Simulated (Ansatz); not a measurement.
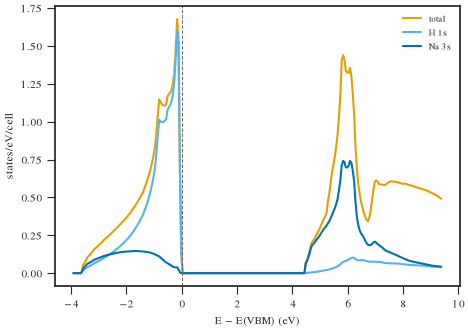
*Total and projected density of states of NaH (rock salt, space group No. 225), r²SCAN in the plane-wave PAW code Ansatz*

### Question
Which orbitals carry the states next to the gap?

### Answer
Top 1 eV of the valence band: H 1s 92 %, Na 3s 6 %. Bottom 1 eV of the conduction band: Na 3s 79 %, outside the projected shells 17 %. Projections are on Löwdin-orthogonalised atomic valence shells; empty p or d shells of many metals are not among them.

Space group Fm-3m (rock salt). Symmetry was held in the r²SCAN relaxation; phonons on a q-mesh show no instability.

Potentials: the later of the program's two PAW sets.
